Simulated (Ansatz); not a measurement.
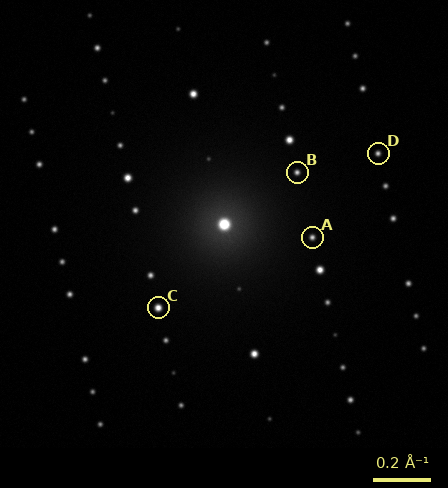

The pattern is a kinematic simulation for 200 kV electrons (no multiple scattering; isotropic B = 0.3 Å²). The zone axis points towards the electron source and the pattern is seen from the source side.

Crystal: Br, space group Cmce (No. 64), a = 6.65 Å, b = 3.93 Å, c = 8.41 Å. Structure: the end point of a relaxation with DFT LDA, scalar-relativistic, plane waves, PAW (Ansatz).

Spot A is indexed -1 1 -1 and spot B -1 1 1.

Question: Give hkl for C, D.

Answer: C = (1/2)A − (3/2)B = 1 -1 -2 (d = 2.635 Å). D = (1/2)A + (3/2)B = -2 2 1 (d = 1.657 Å).

Question: Give [uvw].

Answer: The cross product of A and B is parallel to [110]; every spot obeys hu + kv + lw = 0.

Question: What are the spacings of A and B and the angle between them?

Answer: d(A) = 3.137 Å, d(B) = 3.137 Å, and the angle is 43.8°.
